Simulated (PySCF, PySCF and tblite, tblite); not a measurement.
# C₅H₁₃NSi: a path driven as pyramidal inversion, and NMR exchange, part 2 of 2

PySCF and tblite. Atoms count from 0. The steps go on from the part before.

## 9. The path in numbers

The job: settings as JSON, then the geometry in Å.

```
{"job": {"smiles": "C[Si](C)(C)N1CC1", "charge": 0, "mult": 1, "motion": "inversion", "what": "nitrogen in a small ring", "atoms": [4], "drives": [{"terms": [["t", [6, 1, 5, 4], 0.3333333333333333], ["t", [1, 5, 6, 4], 0.3333333333333333], ["t", [5, 6, 1, 4], 0.3333333333333333]], "neg": true, "n": 8}], "study": "path", "level": {"kind": "nmr", "xc": "BP86", "basis": "pcSseg-1"}, "fields": [80, 100, 300], "first": 0, "seed": 856, "kind": "path"}, "charge": 0, "multiplicity": 1}
C     -0.071558    -0.518371    -1.922561
Si    -0.540570     0.034712    -0.149566
C     -1.299046     1.777664    -0.210131
C     -1.720183    -1.242814     0.620824
N      0.780022     0.157644     0.964217
C      2.094624     0.695185     0.781138
C      1.897483    -0.714062     1.169312
H      0.398716    -1.498432    -1.918406
H     -0.939306    -0.578827    -2.572164
H      0.627607     0.176976    -2.380091
H     -1.591308     2.109549     0.780289
H     -2.182762     1.794982    -0.839290
H     -0.597465     2.504909    -0.606374
H     -2.014173    -0.946995     1.622104
H     -1.258393    -2.222635     0.690302
H     -2.622730    -1.344939     0.027448
H      2.435763     0.918374    -0.223765
H      2.419040     1.409165     1.528740
H      2.080540    -1.010610     2.195212
H      2.098551    -1.490797     0.439728
```

What it wrote:

```text
stationary points (kcal/mol above the start)
  n  kind          group   xTB      DFT    lowest mode
  0  minimum      Cs       0.00     0.00      44.7
  1  saddle       C1       2.84     3.17    -168.5
  2  minimum      Cs      -0.01     0.00      44.9

GFN2-xTB energies: T/K, barrier G, reaction G (kcal/mol), k forward, k back (1/s)
 150.00     2.42     0.00   1.86e+09   1.87e+09
 200.00     2.44     0.00   1.79e+10   1.79e+10
 250.00     2.48     0.00   7.11e+10   7.13e+10
 298.15     2.52     0.00   1.76e+11   1.76e+11
 350.00     2.58     0.00   3.55e+11   3.56e+11
 400.00     2.65     0.00   5.93e+11   5.94e+11
 500.00     2.82     0.00   1.22e+12   1.22e+12

BP86/pcSseg-1 + D3(BJ) energies: T/K, barrier G, reaction G (kcal/mol), k forward, k back (1/s)
 150.00     2.75     0.01   6.08e+08   6.21e+08
 200.00     2.78     0.01   7.72e+09   7.85e+09
 250.00     2.81     0.01   3.63e+10   3.69e+10
 298.15     2.86     0.01      1e+11   1.01e+11
 350.00     2.92     0.01    2.2e+11   2.22e+11
 400.00     2.99     0.01    3.9e+11   3.93e+11
 500.00     3.15     0.01   8.74e+11    8.8e+11
```

Run time: 89 s. Hardware: 1 thread of Intel Xeon 6975P-C, shared host; peak memory 0.71 GiB. This counts the whole study up to here.

Barriers by level (kcal/mol; entropies in cal/(mol K)). Zero-point and thermal terms come from xTB in every row. ΔG‡ leaves symmetry out; the rate counts equivalent paths (a factor of 2); effective ΔG‡, where given, is the barrier that would give that rate by Eyring's equation alone:

```tsv
level	ΔE‡	with zero-point	ΔH‡	ΔS‡	ΔG‡ (298 K)	ΔE of reaction	k at 298 K (1/s)	effective ΔG‡
GFN2-xTB	2.84	2.41	2.11	-1.4	2.52	-0.01	1.8e+11	2.11
BP86/pcSseg-1 + D3(BJ)	3.17	2.74	2.45	-1.4	2.86	0.00	1e+11	2.45
```

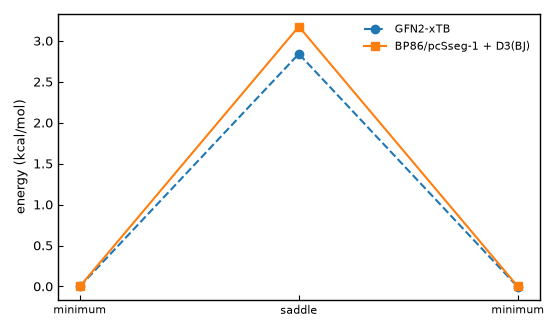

The xTB stationary points, at both levels.

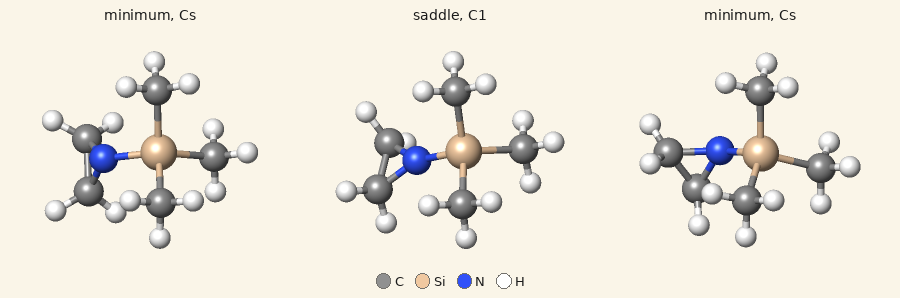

The stationary points in order.

Sites that the driver pairs across this motion, and where their lines would merge (no couplings; faster rotations or exchange between molecules can average them sooner):

```tsv
nucleus	sites: shielding (ppm)	proton frequency (MHz)	spread (Hz)	coalescence (K)	lines at 298 K
1H	H16, H19: 30.02; H17, H18: 29.86	80	13	55	1
1H	H16, H19: 30.02; H17, H18: 29.86	100	16	56	1
1H	H16, H19: 30.02; H17, H18: 29.86	300	49	58	1
```

## 10. Shieldings, start: CAM-B3LYP/pcSseg-1

The job: settings as JSON, then the geometry in Å.

```
{"job": {"kind": "nmr", "xc": "CAM-B3LYP", "basis": "pcSseg-1", "pop": false}, "charge": 0, "multiplicity": 1}
C     -0.071558    -0.518371    -1.922561
Si    -0.540570     0.034712    -0.149566
C     -1.299046     1.777664    -0.210131
C     -1.720183    -1.242814     0.620824
N      0.780022     0.157644     0.964217
C      2.094624     0.695185     0.781138
C      1.897483    -0.714062     1.169312
H      0.398716    -1.498432    -1.918406
H     -0.939306    -0.578827    -2.572164
H      0.627607     0.176976    -2.380091
H     -1.591308     2.109549     0.780289
H     -2.182762     1.794982    -0.839290
H     -0.597465     2.504909    -0.606374
H     -2.014173    -0.946995     1.622104
H     -1.258393    -2.222635     0.690302
H     -2.622730    -1.344939     0.027448
H      2.435763     0.918374    -0.223765
H      2.419040     1.409165     1.528740
H      2.080540    -1.010610     2.195212
H      2.098551    -1.490797     0.439728
```

What it wrote:

```text
coarse grid: 16176 points
cycle   1  E = -542.3169805147  dE =  8.027e-01  |g| = 5.070e-01  |ddm| = 3.816e+00
cycle   2  E = -542.3322696686  dE = -1.529e-02  |g| = 4.656e-01  |ddm| = 7.617e-01
cycle   3  E = -542.3797230277  dE = -4.745e-02  |g| = 6.891e-02  |ddm| = 3.911e-01
cycle   4  E = -542.3804744135  dE = -7.514e-04  |g| = 3.200e-02  |ddm| = 6.907e-02
cycle   5  E = -542.3806963331  dE = -2.219e-04  |g| = 3.854e-03  |ddm| = 2.735e-02
cycle   6  E = -542.3806998654  dE = -3.532e-06  |g| = 8.180e-04  |ddm| = 4.982e-03
final grid: 148800 points
cycle   7  E = -542.4337764019  dE = -3.524e-05  |g| = 4.670e-03  |ddm| = 1.546e-02
cycle   8  E = -542.4337777012  dE = -1.299e-06  |g| = 4.146e-03  |ddm| = 7.376e-03
cycle   9  E = -542.4337817774  dE = -4.076e-06  |g| = 3.986e-04  |ddm| = 3.366e-03
cycle  10  E = -542.4337818000  dE = -2.256e-08  |g| = 2.089e-04  |ddm| = 4.153e-04
cycle  11  E = -542.4337818087  dE = -8.673e-09  |g| = 3.437e-05  |ddm| = 1.692e-04
cycle  12  E = -542.4337818089  dE = -2.321e-10  |g| = 5.030e-06  |ddm| = 4.094e-05
converged SCF energy = -542.4337818089

GIAO shielding tensors (ppm)
atom      isotropic    diamagn.    paramagn.     s11        s22        s33       span
  0 C      190.871     256.190     -65.319    185.616    190.158    196.839     11.224
  1 Si     333.758     881.960    -548.202    317.760    320.970    362.544     44.783
  2 C      185.367     254.416     -69.049    177.985    184.882    193.235     15.250
  3 C      185.376     254.415     -69.039    177.974    184.897    193.257     15.282
  4 N      250.428     326.350     -75.922    162.299    293.031    295.954    133.655
  5 C      164.243     252.271     -88.028    122.226    166.745    203.757     81.532
  6 C      164.248     252.270     -88.022    122.238    166.736    203.769     81.531
  7 H       32.124      33.189      -1.065     27.518     30.231     38.621     11.103
  8 H       32.044      31.793       0.251     27.984     29.088     39.061     11.077
  9 H       32.125      33.186      -1.061     27.525     30.223     38.627     11.102
 10 H       31.460      32.029      -0.569     27.356     28.806     38.219     10.863
 11 H       31.955      31.329       0.626     27.666     29.165     39.034     11.368
 12 H       31.520      32.723      -1.203     27.082     29.740     37.739     10.657
 13 H       31.460      32.032      -0.572     27.355     28.806     38.219     10.864
 14 H       31.520      32.721      -1.201     27.088     29.731     37.742     10.654
 15 H       31.953      31.328       0.626     27.663     29.166     39.031     11.368
 16 H       30.214      32.388      -2.174     23.828     29.187     37.628     13.800
 17 H       29.971      30.103      -0.132     23.567     25.968     40.380     16.813
 18 H       29.972      30.105      -0.134     23.567     25.968     40.380     16.812
 19 H       30.215      32.390      -2.175     23.828     29.188     37.628     13.800
```

Run time: 31 s. Hardware: 1 thread of Intel Xeon 6975P-C, shared host; peak memory 1 GiB.

In short: HOMO -7.93 eV, LUMO 1.96 eV; dipole 1.00 D.

## 11. Single-point energy, saddle of leg 1: CAM-B3LYP/pcSseg-1

The job: settings as JSON, then the geometry in Å.

```
{"job": {"kind": "sp", "xc": "CAM-B3LYP", "basis": "pcSseg-1", "pop": false}, "charge": 0, "multiplicity": 1}
C     -0.319458    -0.674635    -2.063577
Si    -0.518499    -0.016293    -0.280967
C     -1.136709     1.782067    -0.285608
C     -1.728673    -1.162400     0.651570
N      0.993143     0.020029     0.516853
C      2.012197     0.765922     1.160853
C      2.099773    -0.707697     1.023030
H      0.111079    -1.671768    -2.064011
H     -1.273779    -0.732885    -2.578158
H      0.332672    -0.037630    -2.653877
H     -1.260416     2.158789     0.724350
H     -2.094569     1.866050    -0.788268
H     -0.437980     2.435900    -0.796959
H     -1.917455    -0.808233     1.660663
H     -1.327719    -2.168777     0.728526
H     -2.685846    -1.232059     0.143936
H      2.646516     1.392609     0.541001
H      1.787685     1.192894     2.133756
H      1.936843    -1.330417     1.897755
H      2.796232    -1.130495     0.304923
```

What it wrote:

```text
coarse grid: 16176 points
cycle   1  E = -542.3133254665  dE =  8.196e-01  |g| = 5.078e-01  |ddm| = 3.811e+00
cycle   2  E = -542.3272637394  dE = -1.394e-02  |g| = 4.717e-01  |ddm| = 7.393e-01
cycle   3  E = -542.3757981642  dE = -4.853e-02  |g| = 6.469e-02  |ddm| = 3.869e-01
cycle   4  E = -542.3764436104  dE = -6.454e-04  |g| = 3.236e-02  |ddm| = 6.780e-02
cycle   5  E = -542.3766697627  dE = -2.262e-04  |g| = 3.000e-03  |ddm| = 2.579e-02
cycle   6  E = -542.3766717929  dE = -2.030e-06  |g| = 8.192e-04  |ddm| = 3.684e-03
final grid: 148800 points
cycle   7  E = -542.4298020119  dE = -3.329e-05  |g| = 4.678e-03  |ddm| = 1.455e-02
cycle   8  E = -542.4298033680  dE = -1.356e-06  |g| = 4.137e-03  |ddm| = 7.481e-03
cycle   9  E = -542.4298074409  dE = -4.073e-06  |g| = 3.734e-04  |ddm| = 3.308e-03
cycle  10  E = -542.4298074600  dE = -1.914e-08  |g| = 2.011e-04  |ddm| = 3.962e-04
cycle  11  E = -542.4298074678  dE = -7.835e-09  |g| = 3.724e-05  |ddm| = 1.492e-04
cycle  12  E = -542.4298074681  dE = -2.813e-10  |g| = 4.811e-06  |ddm| = 4.370e-05
converged SCF energy = -542.4298074681
```

It took 13 s on 1 thread of Intel Xeon 6975P-C, shared host; peak memory 0.76 GiB.

Key values: HOMO -7.57 eV, LUMO 2.09 eV; dipole 0.58 D.

## 12. Second level: CAM-B3LYP/pcSseg-1 + D3(BJ)

Changed since step 9:

```diff
@@ -1,2 +1,2 @@
-{"job": {"smiles": "C[Si](C)(C)N1CC1", "charge": 0, "mult": 1, "motion": "inversion", "what": "nitrogen in a small ring", "atoms": [4], "drives": [{"terms": [["t", [6, 1, 5, 4], 0.3333333333333333], ["t", [1, 5, 6, 4], 0.3333333333333333], ["t", [5, 6, 1, 4], 0.3333333333333333]], "neg": true, "n": 8}], "study": "path", "level": {"kind": "nmr", "xc": "BP86", "basis": "pcSseg-1"}, "fields": [80, 100, 300], "first": 0, "seed": 856, "kind": "path"}, "charge": 0, "multiplicity": 1}
+{"job": {"smiles": "C[Si](C)(C)N1CC1", "charge": 0, "mult": 1, "motion": "inversion", "what": "nitrogen in a small ring", "atoms": [4], "drives": [{"terms": [["t", [6, 1, 5, 4], 0.3333333333333333], ["t", [1, 5, 6, 4], 0.3333333333333333], ["t", [5, 6, 1, 4], 0.3333333333333333]], "neg": true, "n": 8}], "study": "path", "level": {"kind": "nmr", "xc": "CAM-B3LYP", "basis": "pcSseg-1", "wide": true}, "fields": [80, 100, 300], "first": 0, "seed": 856, "kind": "pathvar"}, "charge": 0, "multiplicity": 1}
 C     -0.071558    -0.518371    -1.922561
```

What it wrote:

```text
stationary points (kcal/mol above the start)
  n  kind          group   xTB      DFT    lowest mode
  0  minimum      Cs       0.00     0.00      44.7
  1  saddle       C1       2.84     2.74    -168.5
  2  minimum      Cs      -0.01     0.00      44.9

GFN2-xTB energies: T/K, barrier G, reaction G (kcal/mol), k forward, k back (1/s)
 150.00     2.42     0.00   1.86e+09   1.87e+09
 200.00     2.44     0.00   1.79e+10   1.79e+10
 250.00     2.48     0.00   7.11e+10   7.13e+10
 298.15     2.52     0.00   1.76e+11   1.76e+11
 350.00     2.58     0.00   3.55e+11   3.56e+11
 400.00     2.65     0.00   5.93e+11   5.94e+11
 500.00     2.82     0.00   1.22e+12   1.22e+12

BP86/pcSseg-1 + D3(BJ) energies: T/K, barrier G, reaction G (kcal/mol), k forward, k back (1/s)
 150.00     2.75     0.01   6.08e+08   6.21e+08
 200.00     2.78     0.01   7.72e+09   7.85e+09
 250.00     2.81     0.01   3.63e+10   3.69e+10
 298.15     2.86     0.01      1e+11   1.01e+11
 350.00     2.92     0.01    2.2e+11   2.22e+11
 400.00     2.99     0.01    3.9e+11   3.93e+11
 500.00     3.15     0.01   8.74e+11    8.8e+11

CAM-B3LYP/pcSseg-1 + D3(BJ) energies: T/K, barrier G, reaction G (kcal/mol), k forward, k back (1/s)
 150.00     2.32     0.01   2.61e+09   2.66e+09
 200.00     2.34     0.01    2.3e+10   2.34e+10
 250.00     2.38     0.01    8.7e+10   8.82e+10
 298.15     2.42     0.01   2.08e+11   2.11e+11
 350.00     2.48     0.01    4.1e+11   4.15e+11
 400.00     2.55     0.01   6.72e+11   6.78e+11
 500.00     2.72     0.01   1.35e+12   1.36e+12
```

It took 2.2 min on 1 thread of Intel Xeon 6975P-C, shared host; peak memory 1 GiB. This counts the runs that the step sums up.

Barriers by level (kcal/mol; entropies in cal/(mol K)). Zero-point and thermal terms come from xTB in every row. ΔG‡ leaves symmetry out; the rate counts equivalent paths (a factor of 2); effective ΔG‡, where given, is the barrier that would give that rate by Eyring's equation alone:

```tsv
level	ΔE‡	with zero-point	ΔH‡	ΔS‡	ΔG‡ (298 K)	ΔE of reaction	k at 298 K (1/s)	effective ΔG‡
GFN2-xTB	2.84	2.41	2.11	-1.4	2.52	-0.01	1.8e+11	2.11
BP86/pcSseg-1 + D3(BJ)	3.17	2.74	2.45	-1.4	2.86	0.00	1e+11	2.45
CAM-B3LYP/pcSseg-1 + D3(BJ)	2.74	2.31	2.01	-1.4	2.42	0.00	2.1e+11	2.01
```

## 13. What came out

This closing draws on all 2 parts.

```
                               quantity                              value
       barrier (BP86/pcSseg-1 + D3(BJ))   ΔE‡ 3.2, ΔG‡(298 K) 2.9 kcal/mol
                     barrier (GFN2-xTB)                   ΔE‡ 2.8 kcal/mol
                          rate at 298 K                          1e+11 s⁻¹
                        end of the path  the start, renumbered or mirrored
                  coalescence of 1H H16                    58 K at 300 MHz
stages that failed or stayed incomplete                                  1
```

In words: The barrier is 3.2 kcal/mol at the DFT level (xTB: 2.8); with thermal terms and the count of paths the DFT value gives a rate of 1e+11 s⁻¹ at 298 K. An error of 1.4 kcal/mol changes that rate tenfold. The 1H lines of H16 and its partners, 49 Hz apart at 300 MHz, merge at 58 K, so by this path alone the exchange at 298 K is fast for them; other paths were not followed. CAM-B3LYP/pcSseg-1 + D3(BJ) moves the barrier from 3.2 to 2.7 kcal/mol.
